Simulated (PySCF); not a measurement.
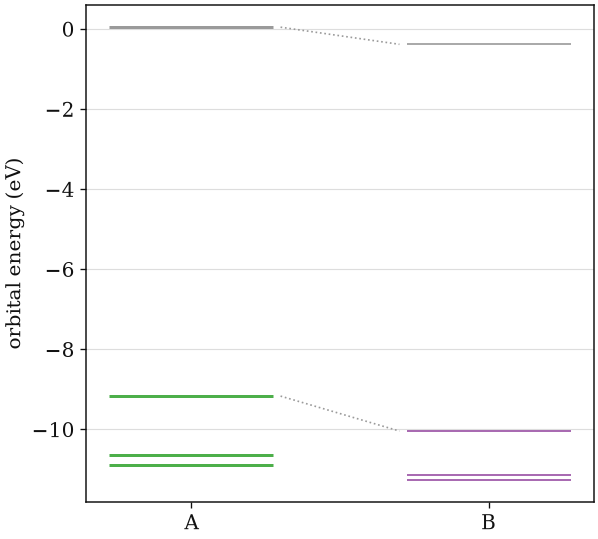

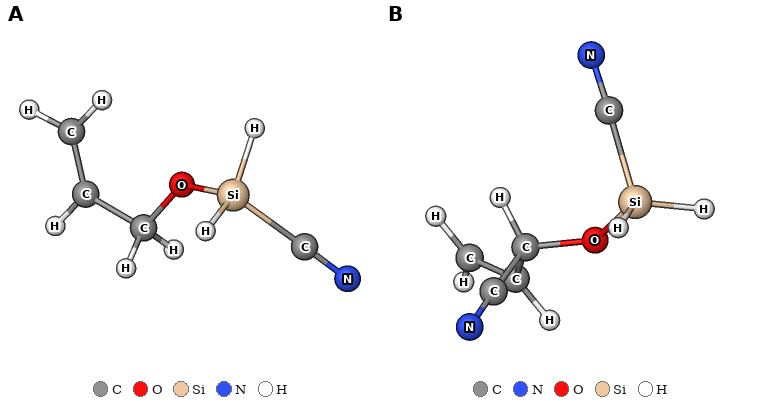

Related molecules: A is C₄H₇NOSi, SMILES C=CCO[SiH2]C#N; B is C₅H₆N₂OSi, SMILES C=C[C@@H](C#N)O[SiH2]C#N. Frontier orbital energies, CAM-B3LYP/def2-SVPD in PySCF, at a GFN2-xTB geometry (no frequency check); drawn are at most three filled levels and, in grey, the LUMO with any level within 0.03 eV of it; dotted lines join the HOMOs and the LUMOs.

What does the change do to the frontier levels?

Answer. From A to B the HOMO falls by 0.87 eV and the LUMO falls by 0.43 eV, so the separation goes from 9.21 to 9.66 eV.

Limits of at least one run: empty levels above zero depend strongly on the basis; one conformer of a flexible molecule; the tight-binding geometry is rougher than a DFT one and adds to the error.
